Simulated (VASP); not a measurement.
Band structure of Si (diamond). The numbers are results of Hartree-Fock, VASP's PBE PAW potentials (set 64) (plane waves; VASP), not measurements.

The path is coarsely sampled, so an indirect gap can come out somewhat too large.

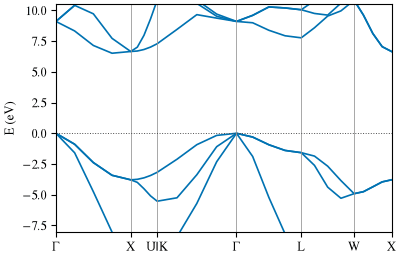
Fig. 1. Bands along high-symmetry lines, zero at the valence-band maximum or, without a gap, the Fermi level

**Question.** Read the plot: is there a gap, and where are the band edges?

**Answer.** The gap is indirect, 6.51 eV, from the valence maximum at Γ to the conduction minimum at Γ-X at 0.75.

The compound is Si in the diamond structure. It was relaxed first. The cell's shape comes from a PBE relaxation.
